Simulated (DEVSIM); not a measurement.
Structure: Co/SiO2/n-Ge capacitor, at 400 K.

```csv
layer (left to right),material,thickness (nm),Nd (cm⁻³)
1,SiO2,14.0,-
2,Ge,380,4.8e18
```

Metal gate on the left, work function 5 eV. Fixed charge at the semiconductor interface -1.1e11 cm⁻² (in units of +e); no interface traps.

The device is made up for the run: typed textbook-type constants, with dimensions and the other settings drawn at random. Values at 300 K; Nc and Nv go as T^1.5, mobilities as T to minus their exponent, the gap by Varshni's rule with the affinity fixed.

```csv
parameter,SiO2,Ge
gap (eV),9,0.664
affinity (eV),0.9,4
permittivity,3.9,16
Nc (cm⁻³),-,1.04e19
Nv (cm⁻³),-,6e18
Varshni α (eV/K),-,0.000477
Varshni β (K),-,235
```

Simulated with DEVSIM: 1D Poisson equation in equilibrium, Boltzmann statistics, complete ionisation; no quantum confinement or tunnelling. Metal contacts follow the ideal Schottky-Mott rule: no Fermi-level pinning, no interface dipoles.

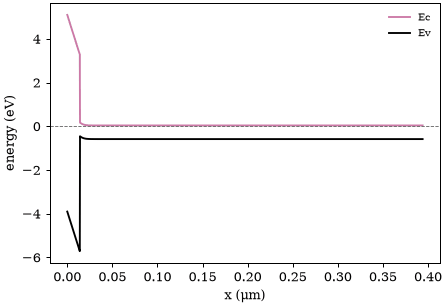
Band edges at -1.0 V on the gate

Energies count from the Fermi level of the right contact; mesh points crowd at the junctions.

```
x (μm)     Ec (eV)  Ev (eV)  n (cm⁻³)  p (cm⁻³)  field (V/cm)
---------  -------  -------  --------  --------  ------------
0.000        5.100   -3.900     < 1e2     < 1e2      -1300000
0.0009910    4.971   -4.029     < 1e2     < 1e2      -1300000
0.002684     4.750   -4.250     < 1e2     < 1e2      -1300000
0.005380     4.398   -4.602     < 1e2     < 1e2      -1300000
0.01020      3.770   -5.230     < 1e2     < 1e2      -1300000
0.01235      3.489   -5.511     < 1e2     < 1e2      -1300000
0.01362      3.324   -5.676     < 1e2     < 1e2      -1300000
0.01483      0.150   -0.474    2.1e17    9.8e12       -290000
0.01663      0.107   -0.518    7.3e17    2.8e12       -200000
0.02003      0.062   -0.562    2.6e18    7.7e11        -75000
0.02604      0.044   -0.580    4.5e18    4.5e11         -8300
0.04349      0.042   -0.583    4.8e18    4.2e11           ≈ 0
0.07098      0.042   -0.583    4.8e18    4.2e11           ≈ 0
0.1231       0.042   -0.583    4.8e18    4.2e11           ≈ 0
0.2492       0.042   -0.583    4.8e18    4.2e11           ≈ 0
0.3182       0.042   -0.583    4.8e18    4.2e11           ≈ 0
0.3546       0.042   -0.583    4.8e18    4.2e11           ≈ 0
0.3730       0.042   -0.583    4.8e18    4.2e11           ≈ 0
0.3856       0.042   -0.583    4.8e18    4.2e11           ≈ 0
0.3901       0.042   -0.583    4.8e18    4.2e11           ≈ 0
0.3925       0.042   -0.583    4.8e18    4.2e11           ≈ 0
0.3940       0.042   -0.583    4.8e18    4.2e11           ≈ 0
```
